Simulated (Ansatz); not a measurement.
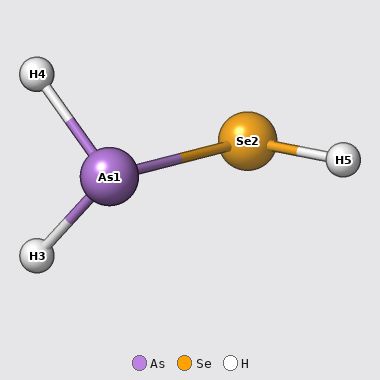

The system is AsH₃Se, SMILES [AsH2][SeH]; the picture shows the reference structure. 
- First axis: angle Se2–As1–H4. Second axis: angle H3–As1–H4.
- Nothing is relaxed (all other coordinates rigid).
- Grid: 15 × 15 points.
- Points are written as (first, second).
- Energies: kJ/mol, counted from the lowest grid point.
- Theory: RHF/def2-TZVP in Ansatz 0.2.0.

Its coordinates:

```xyz
5

As   -0.3547   -0.8154    0.2137
Se    0.7407    1.2797   -0.0933
H    -0.1932   -1.2981   -1.2067
H    -1.7567   -0.3052   -0.0108
H     1.5639    1.1391    1.0971
```

Range: angle Se2–As1–H4 from 61.4 to 131.4°; angle H3–As1–H4 from 48.9 to 138.9°.

### Predict the map.

The lowest grid point is at (96.4°, 93.9°). It is the only kind of minimum in the scanned range. The highest grid point, (131.4°, 138.9°), lies 268 kJ/mol above the lowest. Round the minimum the two coordinates are weakly coupled (coupling 0.06 in units of the two stiffnesses).

```tsv
angle H3–As1–H4 ↓, angle Se2–As1–H4 →	61.4	66.4	71.4	76.4	81.4	86.4	91.4	96.4	101.4	106.4	111.4	116.4	121.4	126.4	131.4
138.9	221	193	171	154	142	135	133	135	142	153	168	187	211	238	268
132.4	191	163	140	122	110	102	100	101	107	117	130	148	169	194	222
126.0	165	136	113	95	83	75	71	72	77	85	97	113	133	155	181
119.6	144	115	91	73	59	51	47	47	51	58	70	84	102	123	146
113.2	127	97	73	55	41	32	28	27	30	37	47	60	77	96	118
106.7	115	85	61	42	28	18	13	12	15	21	30	43	58	76	97
100.3	108	78	53	34	20	10	5	3	5	11	20	31	46	63	83
93.9	108	77	52	32	18	8	2	0	2	7	15	27	41	58	77
87.4	113	82	56	37	22	11	5	3	5	10	18	29	43	60	79
81.0	124	93	67	47	32	22	15	13	15	20	28	39	53	70	89
74.6	141	110	84	64	49	38	32	30	32	37	45	56	70	87	107
68.2	165	134	108	88	73	62	56	54	56	61	69	81	96	113	133
61.7	195	164	138	118	103	93	87	85	87	93	102	114	129	147	168
55.3	228	198	172	153	138	128	123	122	124	131	140	153	169	187	209
48.9	263	233	208	189	175	166	162	161	165	172	182	196	212	231	254
```

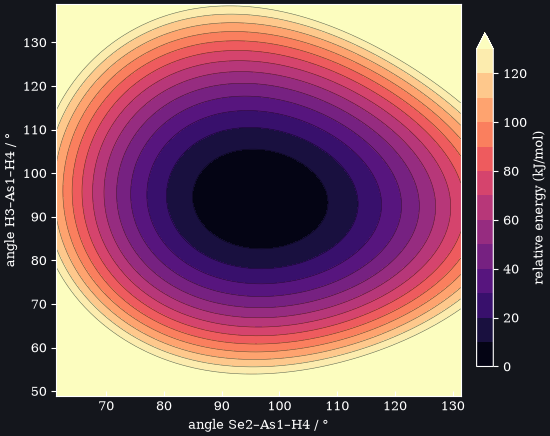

Drawn: filled contours, one colour for all values above the top of the scale. Between grid points the surface is interpolated.

Time for the 225 points that were run: 9.9 min on 1 thread of Arm Neoverse V2, with other jobs on the host.
